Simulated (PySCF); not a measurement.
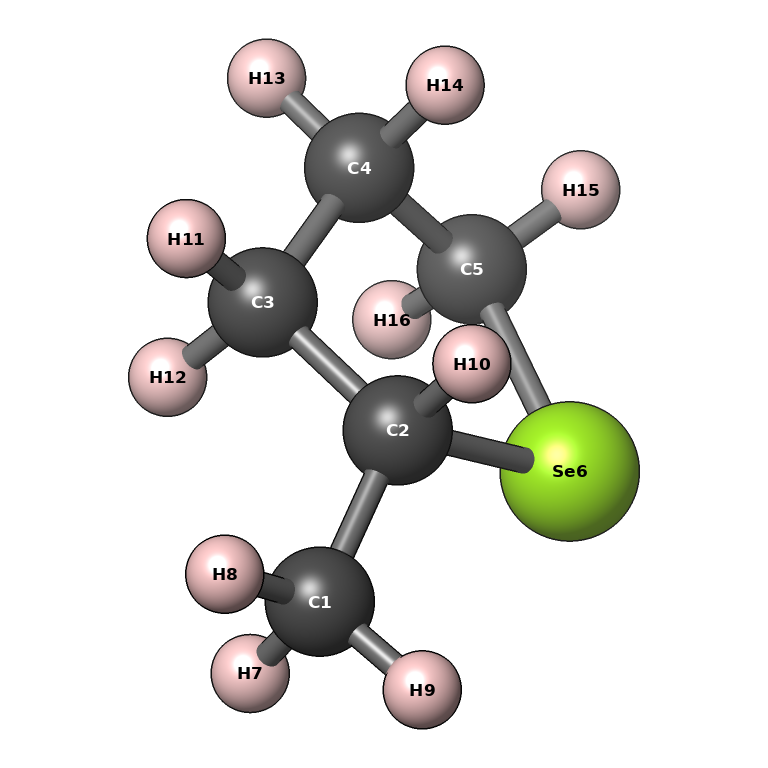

Computed geometry: PBE0-D3(BJ)/def2-SVP optimisation. No frequency run is at hand to confirm it as a minimum. Properties computed with delta-SCF UKS SCAN, pcX-2 on the ionised atom, pcseg-1 elsewhere, spin-free X2C (PySCF 2.14.0).

Give the core-electron binding energies (to vacuum) of C1 1s, C2 1s, C3 1s, C4 1s, C5 1s.

| atom | level | binding energy (eV) |
| --- | --- | --- |
| C1 | 1s | 290.6 |
| C2 | 1s | 290.8 |
| C3 | 1s | 290.7 |
| C4 | 1s | 290.8 |
| C5 | 1s | 290.7 |
